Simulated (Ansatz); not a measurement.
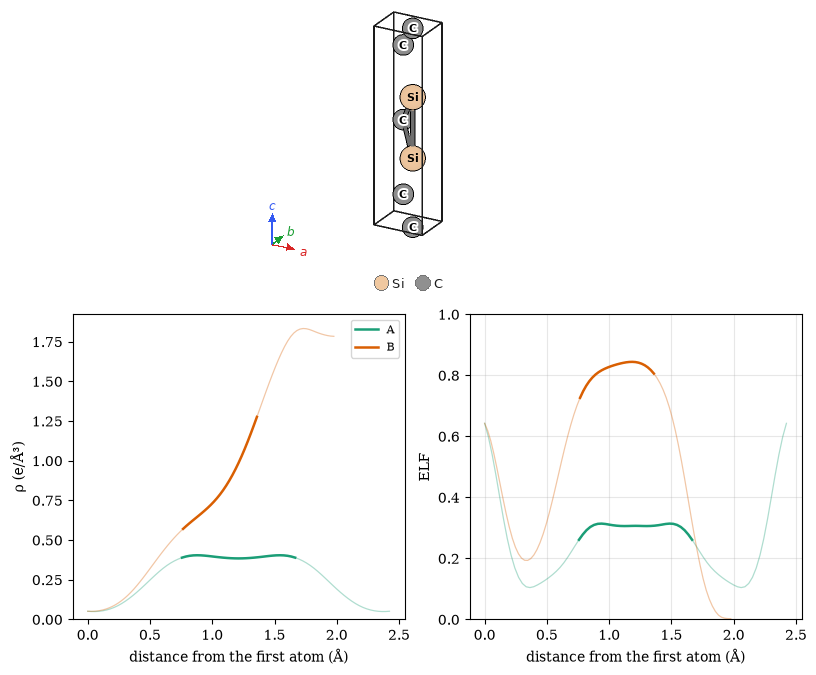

*SiC2. Valence charge density (pseudo) and electron localisation function along straight lines between neighbouring atoms. Thin, pale parts lie inside the atomic spheres. The structure is drawn too.*

Space group P-6m2; a structure generated by program, which may or may not match a known phase.

All numbers below come from DFT PBE, scalar-relativistic, plane waves, PAW in Ansatz.

Core electrons are frozen (PAW), and the valence fields are smoothed inside the atomic spheres.

Which curve belongs to which contact (Si–C and Si–Si)? The first atom named is at distance zero.

Answer. Curve A: Si–Si (2.42 Å): ρ is about 0.38 e/Å³ halfway; the ELF is about 0.30 at the midpoint. Curve B: Si–C (1.98 Å): ρ is about 0.72 e/Å³ halfway; the ELF peaks at about 0.85 between the atoms.
